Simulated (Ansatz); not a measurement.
# C2H6BF (SMILES CBCF): what the fields show

```xyz
10

C    -0.5305    1.2377    0.2172
B     0.0069    0.0294   -0.6032
C     0.5372   -1.2383    0.1283
F     0.9945   -2.2592   -0.6915
H    -1.5645    1.4497   -0.0814
H    -0.4992    1.1248    1.3032
H     0.0262    2.1424   -0.0559
H     0.0132    0.0684   -1.8008
H    -0.2541   -1.6485    0.7752
H     1.3536   -0.9577    0.8117
```

Geometry: PBE0-D4/def2-TZVP.

These are results of RKS PBE0-D4/def2-TZVPP in Ansatz, not measurements.

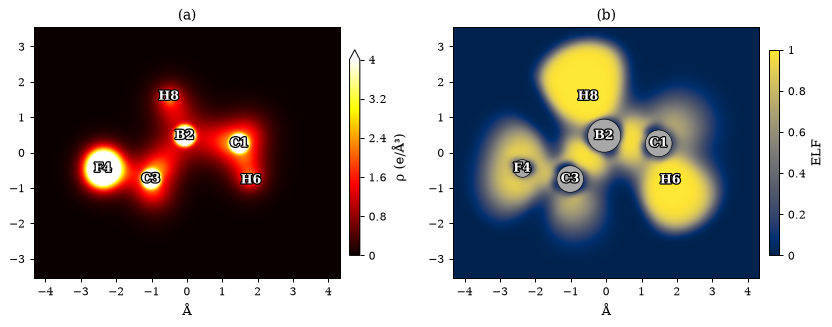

Figure 1. (a) electron density; (b) electron localisation function on the plane of atoms C1, B2 and H8. Grey discs cover the atomic cores in the ELF map.

What do the fields say about this system?

Answer. The plane passes through C, B, F and H nuclei. C–F (1.39 Å): the density is about 2 e/Å³ at the midpoint, with its minimum of 1.6 e/Å³ about 0.5 Å from C; the ELF peaks at about 0.85 between the atoms; a polar covalent bond. C–B (1.56 Å): ρ at the midpoint is about 1.5 e/Å³; the ELF peaks at about 0.95 between the atoms (localised, covalent bonding). C–H (1.09 Å): ρ at the midpoint is about 2 e/Å³; the ELF climbs to about 1 towards the hydrogen, as it does in any bond to H (an ordinary covalent bond to hydrogen). B–H (1.20 Å): the density is about 1.3 e/Å³ at the midpoint; the ELF climbs to about 1 towards the hydrogen; a covalent bond by its length. The ELF also peaks beside F4, away from the bonds: lone-pair regions.

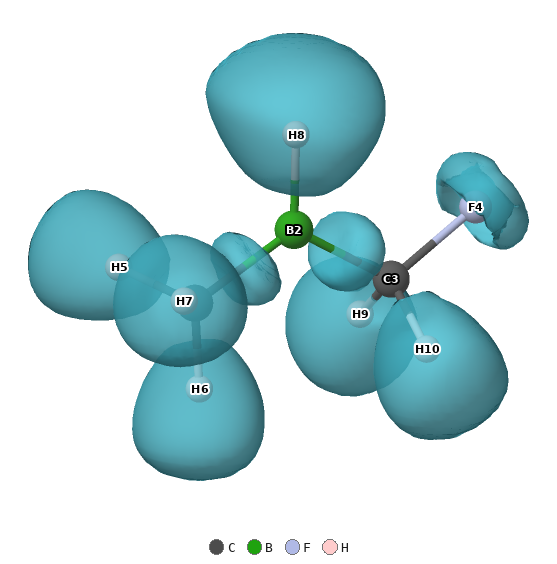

Figure 2. Isosurface of the ELF at 0.85 (cyan), seen at a tilt. Only the valence region is drawn (cores and ρ < 0.01 e/Å³ removed).

Identify the bonds, lone pairs and shells in this picture.

Answer. The ELF exceeds this value in two regions between bonded B–C atoms (shared pairs), six regions around hydrogen nuclei and one region wrapped around F (its lone pairs, merged into a ring or cap).

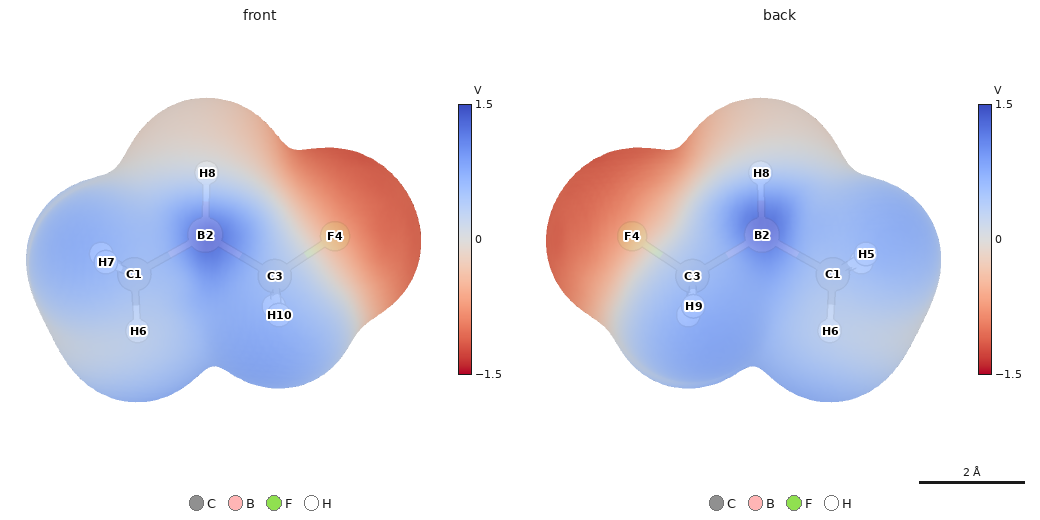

Figure 3. The electrostatic potential painted on the density surface at 0.001 e/bohr³, seen from the front and from behind; the colour scale runs from red (negative) to blue (positive).

Where is the surface potential most negative and most positive?

Answer. The most negative region (about −1.1 V) lies over F4, the most positive (about +1.2 V) over B2.

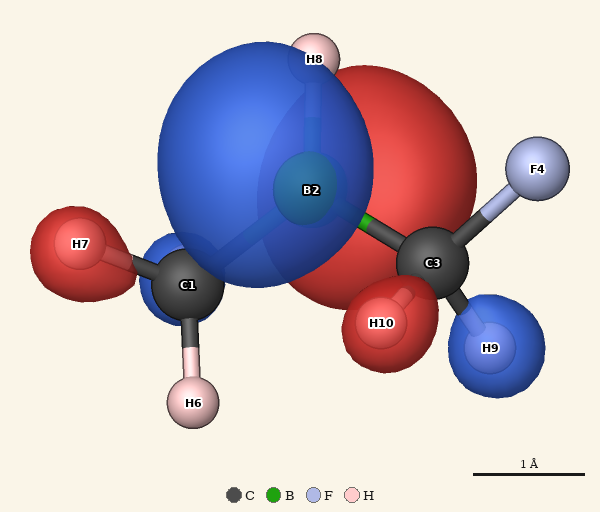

Figure 4. One frontier orbital at ±0.15 Å⁻³ᐟ² (blue and red are the two phases), seen at a tilt.

Which orbital is it: HOMO or LUMO?

Answer. The LUMO, at −1.06 eV. It lies mainly on B2 (about 55 %), C3 (about 10 %), C1 (about 10 %) and H8 (about 10 %).
